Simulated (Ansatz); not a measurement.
# A hypothetical structure for LaNiHg6, part 2 of 2

This structure for LaNiHg6 is made up. Its elements were placed in a known structure type with a cell scaled to their sizes. What cell does the guess relax to, and how far off was it?

Ansatz 0.2.0; DFT, PBEsol, plane-wave PAW, files of the set soft_1, scalar-relativistic, ferromagnetic start, cell and ions relaxed at zero pressure; PAW set soft_1 (the session's first sound run).

So far: The starting structure; Relaxation of the guess. The relaxed cell has a, b, c = 4.766, 5.662, 13.427 Å (conventional setting).

## (3) Electronic structure of the relaxed cell

With the geometry fixed, one more self-consistent run, with a narrower smearing and the mesh shown in its input, gives the bands, and its pressure, and its forces where symmetry allows any, show how far the geometry depends on these settings.

This step: DFT, PBEsol, plane-wave PAW, files of the set soft_1, scalar-relativistic, no spin, bands and density of states at the relaxed cell; PAW set soft_1 (Ansatz 0.2.0).

input.yaml

```yaml
crystal:
  lattice:
    - [4.7660453735, 0.0, 0.0]
    - [0.0, 2.8311295409, 6.7134838885]
    - [0.0, -2.8311295409, 6.7134838885]
  atoms:
    - { symbol: Hg, position: [0.0, 0.8581338744, 0.8581338744] }
    - { symbol: Hg, position: [0.0, 0.2822802372, 0.2822802372] }
    - { symbol: Hg, position: [0.0, 0.3296115702, 0.8347322146] }
    - { symbol: Hg, position: [0.0, 0.8347322146, 0.3296115702] }
    - { symbol: Hg, position: [0.5, 0.1984068773, 0.6840395052] }
    - { symbol: Hg, position: [0.5, 0.6840395052, 0.1984068773] }
    - { symbol: La, position: [0.5, 0.7029574542, 0.7029574542] }
    - { symbol: Ni, position: [0.5, 0.1105382671, 0.1105382671] }
kpoints:
  mp_grid: { grid: [6, 6, 6] }
  band_path:
    path:
      - [[0.0, 0.0, 0.0], [0.0, 0.2944594, -0.2944594], [0.0, 0.0, -0.5], [-0.5, 0.0, -0.5], [-0.5, 0.2944594, -0.2944594], [-0.5, 0.0, 0.0], [0.0, 0.0, 0.0], [0.0, -0.5, -0.5], [0.0, -0.2944594, -0.7055406], [-0.5, -0.2944594, -0.7055406], [-0.5, -0.5, -0.5], [0.0, -0.5, -0.5]]
      - [[-0.5, 0.0, 0.0], [-0.5, -0.5, -0.5]]
    npoints: 6
scf:
  occupations: { method: fermi_dirac, width: 0.03 }
  n_extra_bands: 12
hamiltonian:
  xc: pbesol
  pseudopotentials: { kind: paw, azcp: { folder: soft_1 }, xc_functional: pbe }
output:
  forces: true
  stress: true
  write_bands: true
  dos: { projected: true }
  write_density: true
  write_potential: true
  elf: true
  volumetric_format: npy
```

The run is started by

```bash
ansatz run input.yaml --threads 4 --pin off --max-ram 10240MiB --backend cpu --events-out ev --progress --plain --runs-dir out
```

Numbers of over 12 decimals in the logs are rounded to 6 here.

The log of the run:

```text
La: projections on atomic orbitals take those of the free atom [Kr 4d10] 4f0 5s2 5p6 5d1 6s2, of charge +0.00 (hamiltonian.pseudopotentials.projection_atoms); the dataset's partial waves leave at most 1.9e-5 of an orbital's norm unspanned inside its sphere
[...]
Crystal: 8 atoms, lattice volume = 181.174 Å³
Basis set: ecut = 420 eV, 3541 PW (Γ), exchange–correlation on 64×100×100 points (8 copies of the dense FFT grid, shifted against one another)
Bands: 87, of which v1, the nominal top of the filled ones, is band 75 counted from 1 (74 counted from 0)
Symmetry: 4 space group operations
[...]
k-points: 52 of 216 (time reversal used)
[...]
SCF iter   1: F=—  HF=-94004.245253 eV  |F-HF|=—  |Δ(HF+E_count)|=         —  Δρ=3.01e-1  dr2=3.18e2  ethr=3.10e-3  ⟨swp⟩=5.1  Hψ=13451  notcnv=0
[...]
SCF iter  16: F=-93987.345968 eV  HF=-93987.345968 eV  |F-HF|=2.52e-8  |Δ(HF+E_count)|=   1.70e-8  Δρ=4.17e-6  dr2=3.92e-8  ethr=6.71e-11  ⟨swp⟩=14.8  Hψ=33867  notcnv=0
SCF 1 converged in 16 iterations: F = -93987.345968 eV  dr2 = 3.92e-8
[...]
NSCF: frozen V_eff on 74 k-points
SCF converged after 16 iterations
Free energy (F): -93987.345968 eV
[...]
Internal energy: -93987.334434 eV  (E = F + TS)
E sigma→0 (E₀):  -93987.340201 eV
Entropy (-TS):   -0.011534 eV (-1.442 meV/atom)
Fermi energy:    15.011950 eV
[...]
--- Forces (eV/Å), atoms counted from 1 ---
  atom   1  Hg    -0.00000000     0.00000000     0.02987832
  atom   2  Hg    -0.00000000     0.00000000     0.02610761
  atom   3  Hg    -0.00000000    -0.03412284    -0.05256154
  atom   4  Hg    -0.00000000     0.03412284    -0.05256154
  atom   5  Hg     0.00000000     0.00706065     0.00999445
  atom   6  Hg     0.00000000    -0.00706065     0.00999445
  atom   7  La    -0.00000000     0.00000000     0.00796968
  atom   8  Ni     0.00000000     0.00000000     0.02104901
  max |Σ_I F_I| component: 1.30e-4 eV/Å
--- Stress (GPa, compression-positive) ---
       -0.096849       0.000000       0.000000
        0.000000       0.077753      -0.000000
        0.000000      -0.000000       0.052213
  P = ⅓ Tr σ = 0.0110 GPa (0.110 kbar)
--- Band table (eV; the first three rows and the last of 52) ---
  k-point 0: bands = [... 71 lower, 14.0384, 14.0607, 14.1335, 14.5017, 15.9078, 16.4275, 16.5210, 16.7103, ... 8 higher]
  k-point 1: bands = [... 71 lower, 14.0289, 14.5902, 14.7309, 15.2480, 16.0356, 16.2213, 16.6252, 16.6976, ... 8 higher]
  k-point 2: bands = [... 71 lower, 14.0556, 14.8304, 15.0470, 15.8967, 16.1872, 16.3094, 16.6736, 16.7445, ... 8 higher]
  k-point 51: bands = [... 71 lower, 14.0770, 14.6403, 14.6448, 14.6804, 15.3778, 15.7499, 16.4600, 16.4822, ... 8 higher]
```

Elapsed: 48 s, on 4 threads of Intel Xeon Platinum 8488C (Sapphire Rapids), shared host; peak memory 1.4 GiB; 3.1 min of CPU time.

Reading the cycles: dr2 is the Hartree energy of the density residual (eV), the measure of convergence; HF is the Harris–Foulkes estimate of the energy, which meets the free energy F at convergence.

This step gave:

| Property | Result |
| --- | --- |
| free energy | -93987.3460 eV |
| energy at zero smearing | -93987.3402 eV |
| smearing term TS | 0.01153 eV |
| Fermi energy | 15.01 eV |
| pressure | 0.01104 GPa |

From bands.tsv, the bands that come nearest the Fermi level along the path, at its corners, in eV from the Fermi level:

| point | band 72 | band 73 | band 74 | band 75 | band 76 | band 77 | band 78 | band 79 |
| --- | --- | --- | --- | --- | --- | --- | --- | --- |
| Γ | -0.97 | -0.95 | -0.88 | -0.51 | 0.90 | 1.42 | 1.51 | 1.70 |
| X | -0.97 | -0.04 | 0.02 | 0.52 | 1.00 | 1.21 | 1.74 | 1.74 |
| S | -0.95 | -0.40 | -0.02 | 1.21 | 1.39 | 1.54 | 1.59 | 1.67 |
| R | -0.90 | -0.77 | -0.73 | -0.40 | 0.50 | 1.35 | 1.56 | 1.81 |
| A | -1.04 | -0.89 | -0.69 | 0.08 | 0.50 | 1.39 | 1.63 | 1.80 |
| Z | -0.83 | -0.78 | -0.77 | -0.55 | -0.08 | 0.13 | 0.27 | 0.76 |
| Γ | -0.97 | -0.95 | -0.88 | -0.51 | 0.90 | 1.42 | 1.51 | 1.70 |
| Y | -0.59 | -0.53 | -0.49 | -0.28 | 0.43 | 0.93 | 1.32 | 1.47 |
| X1 | -0.97 | -0.04 | 0.02 | 0.52 | 1.00 | 1.21 | 1.74 | 1.74 |
| A1 | -1.04 | -0.89 | -0.69 | 0.08 | 0.50 | 1.39 | 1.63 | 1.80 |
| T | -0.93 | -0.37 | -0.37 | -0.33 | 0.37 | 0.74 | 1.45 | 1.47 |
| Y | -0.59 | -0.53 | -0.49 | -0.28 | 0.43 | 0.93 | 1.32 | 1.47 |
| Z | -0.83 | -0.78 | -0.77 | -0.55 | -0.08 | 0.13 | 0.27 | 0.76 |
| T | -0.93 | -0.37 | -0.37 | -0.33 | 0.37 | 0.74 | 1.45 | 1.47 |

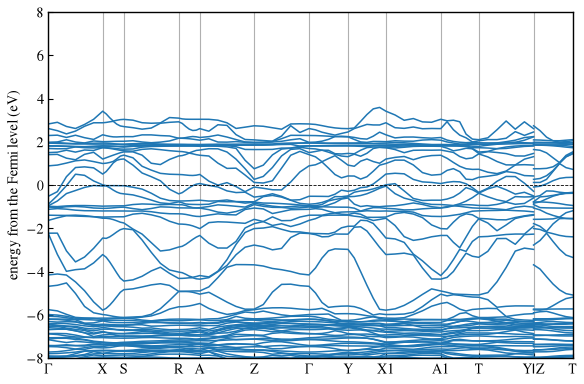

Bands along the path. 34 bands lie wholly below the window drawn.

States per cell as run, both spins, in windows of 1 eV, from dos.tsv (zero at the Fermi level):

```csv
from,to,total
-8,-7,25.16
-7,-6,25.91
-6,-5,3.50
-5,-4,1.82
-4,-3,2.33
-3,-2,2.82
-2,-1,7.01
-1,0,6.92
0,1,3.62
1,2,14.09
```

A further 73.4 states lie below the table's range.

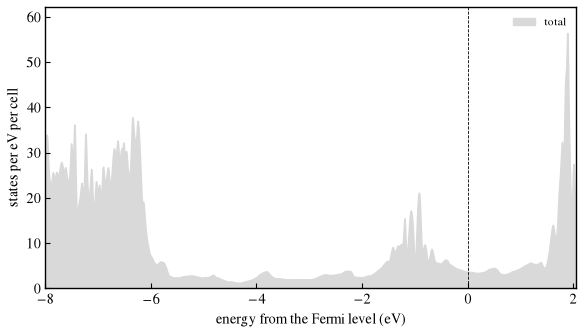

Total density of states, smoothed over about 0.04 eV.

Force by atom:

| atom | x (eV/Å) | y (eV/Å) | z (eV/Å) | size |
| --- | --- | --- | --- | --- |
| Hg1 | 0.0000 | 0.0000 | 0.0299 | 0.0299 |
| Hg2 | 0.0000 | 0.0000 | 0.0261 | 0.0261 |
| Hg3 | 0.0000 | -0.0341 | -0.0526 | 0.0627 |
| Hg4 | 0.0000 | 0.0341 | -0.0526 | 0.0627 |
| Hg5 | 0.0000 | 0.0071 | 0.0100 | 0.0122 |
| Hg6 | 0.0000 | -0.0071 | 0.0100 | 0.0122 |
| La7 | 0.0000 | 0.0000 | 0.0080 | 0.0080 |
| Ni8 | 0.0000 | 0.0000 | 0.0210 | 0.0210 |

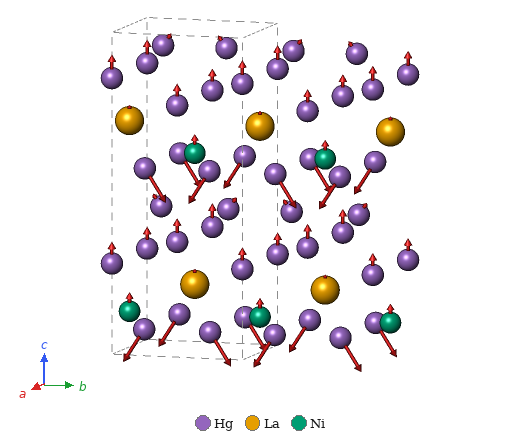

Force as arrows, the longest 0.0627 eV/Å. 1×2×1 conventional cells are drawn. Some periodic images of atoms are drawn too.

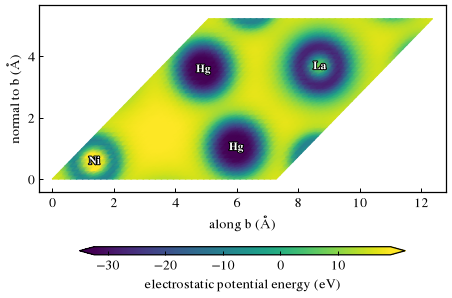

Electrostatic potential energy in the bc plane of the cell as run, not the conventional one, at fractional x = 0.500, with atoms of Hg and La and Ni within 0.2 Å of it. With pseudopotentials it is smooth inside the atoms' cores, unlike the true potential.

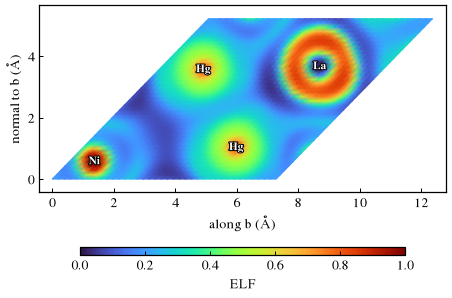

ELF in the bc plane of the cell as run, not the conventional one, at fractional x = 0.500, with atoms of Hg and La and Ni within 0.2 Å of it. It is the smooth field of the valence electrons, not physical close to the nuclei.

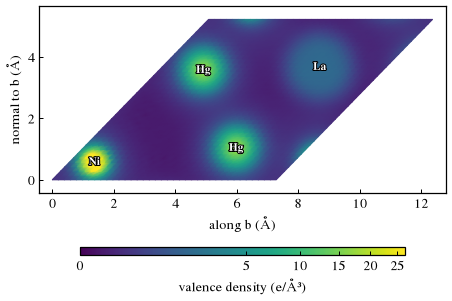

Valence density in the bc plane of the cell as run, not the conventional one, at fractional x = 0.500, with atoms of Hg and La and Ni within 0.2 Å of it. It is the smooth field of the valence electrons, not physical close to the nuclei. The colour scale is stretched toward low values.

## (4) Outcome

```
space group, relaxed : Amm2
conventional cell    : a = 4.766, b = 5.662, c = 13.427 Å; α = 90.0°, β = 90.0°, γ = 90.0°
volume per atom      : 22.65 Å³ (guess 24.99)
total moment         : 0.00 μB in the cell of 8 atoms
```

What this shows: LaNiHg6 relaxes to Amm2 with a = 4.766, b = 5.662 and c = 13.427 Å. The guessed volume was 10 % too large. The space group Amm2 was held in the relaxation, so the end point is a stationary structure within it and may be a saddle against distortions or other arrangements. The moments died out from this one start and weren't seeded again at the relaxed cell. Bands cross the Fermi level, so it is a metal or semimetal at this level. The electron count is odd, which forces that without spin polarisation or a larger cell. On the 6×6×6 mesh with the narrower smearing (relaxed on 5×5×5) the largest force component is 0.053 eV/Å and the largest stress component is 0.097 GPa, against the relaxation's thresholds of 0.015 eV/Å and 0.05 GPa. The cutoff wasn't tested. Spin-orbit coupling is left out, which can matter for elements this heavy. No dispersion term is used, so weakly bound directions may come out too long. Nothing here tests whether the compound is stable against decomposition.

[Logs are printed without paths, hosts, clocks, repeated set-up lines and the standing remarks that a program may print on its own settings, such as how far it seeks lower states.]

[Hosts, paths, dates, database ids (printed as entryN), source tags and the programs' standing remarks are cut or masked in the printed files.]
